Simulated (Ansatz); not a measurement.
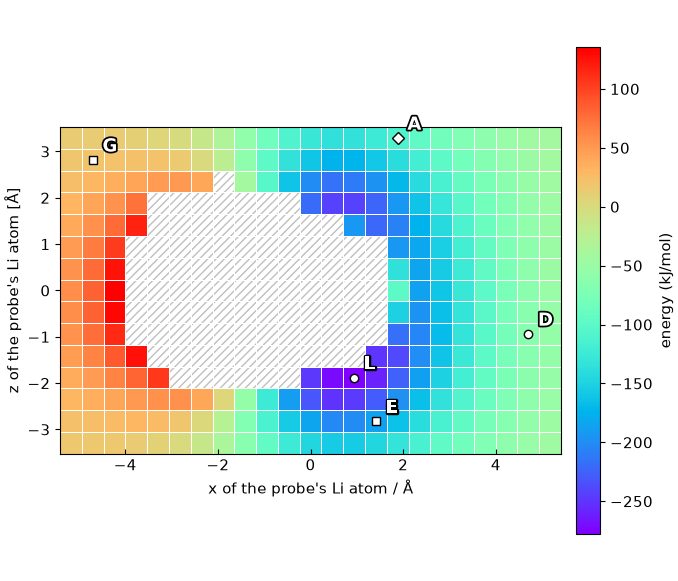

H₂NNa (SMILES [NH2][Na]) with the probe Li+. The probe is moved over the plane through the molecule's long axis and the normal of its main plane. The first coordinate is: x of the probe's Li atom; the second: z of the probe's Li atom. Nothing is relaxed (molecule and probe rigid). The grid has 23 × 15 points. At 93 points there is no value (left out of the scan, as a rule where atoms come close). Energies: kJ/mol, counted from molecule and probe far apart, each relaxed in its own basis (no counterpoise correction). Energies and slopes of some neighbouring points disagree (a jump in structure or state, or too coarse a mesh). Level of theory: Ansatz, RKS PBE0-D4/def2-TZVP.

In the figure: one coloured cell a grid point, hatched blanks where no value was computed, lettered points.

> Rank the lettered points by energy, lowest first.

L (−278 kJ/mol), E (−186 kJ/mol), A (−113 kJ/mol), D (−64 kJ/mol), G (21 kJ/mol).
